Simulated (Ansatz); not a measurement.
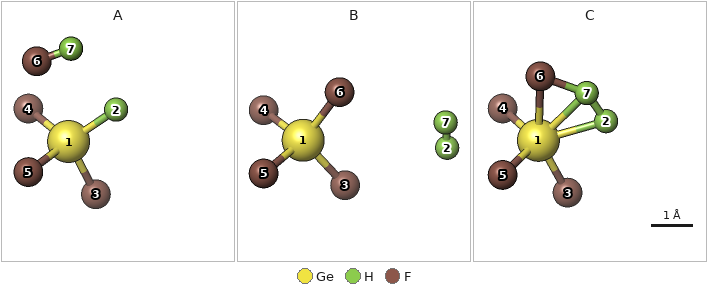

3 geometries from a converged minimum-energy path of GeH2F4, made up at the start of GeHF$_{3}$ and HF, shuffled. Style: ball-and-stick. Shown from a free direction.

Method: RKS r2SCAN-D4/def2-SVP in Ansatz. Run with 5 movable images; climbing image; force threshold 0.05 eV/Å; iteration limit 60; starting path through a guess of the saddle point.

### Which frame is the top of the path?

C. In order along the path, whose images run from 0 to 6: A (image 1, +0.07 eV), C (image 3, +1.44 eV), B (image 6, −0.17 eV). Breaking: F6–H7 (0.93 → 1.25 at the top → 2.78 Å), Ge1–H2 (1.51 → 1.77 at the top → 3.57 Å). Forming: Ge1–F6 (2.66 → 1.92 at the top → 1.70 Å), H2–H7 (2.91 → 0.97 at the top → 0.76 Å).

Limits of the set-up: the start holds two separate molecules, 2.6 Å apart at their closest, whose relative position is a soft coordinate.
